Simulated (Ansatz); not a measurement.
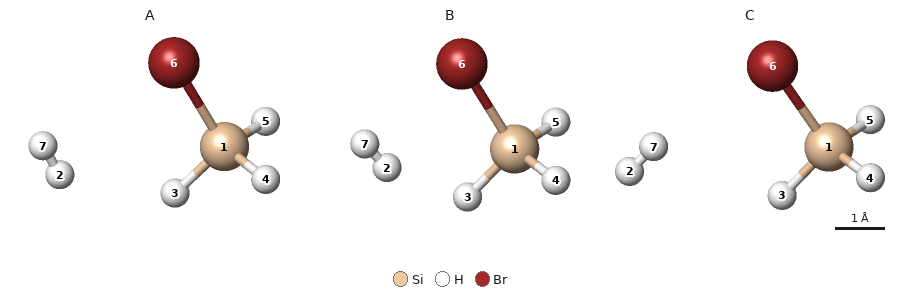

3 geometries from one relaxation of SiH5Br, in shuffled order. A ball-and-stick model, seen at a tilt.

The run prepares an end point of a later path (reaction) calculation, from a guessed geometry.

Level of theory: RKS PBE-D4/def2-SVP (Ansatz). Set-up: no spin polarisation; force threshold 0.03 eV/Å; at most 50 steps.

> Put them in the order of the run, from the start to the converged end.

B, A, C. They are steps 0, 3, 12, at +0.286 eV, +0.027 eV relative to the last. H2 moves most after the best rigid fit: 1.19 Å. By element the largest moves are H 1.19 Å, Si 0.30 Å, Br 0.22 Å. Among the contacts that change: H2–H7 0.723 → 0.770 Å, Si1–Br6 2.288 → 2.244 Å. Bond angles that change, for instance: H3–Si1–Br6 111.0° → 108.5°. The energy falls by 0.286 eV in 10 accepted moves (12 points after the start). Largest force component: 1.4 eV/Å at the start, 0.0017 eV/Å at the end. The line search rejected the trial steps at points 8, 10 of the run. The forces were under the threshold at step 9, but the run went on from there.
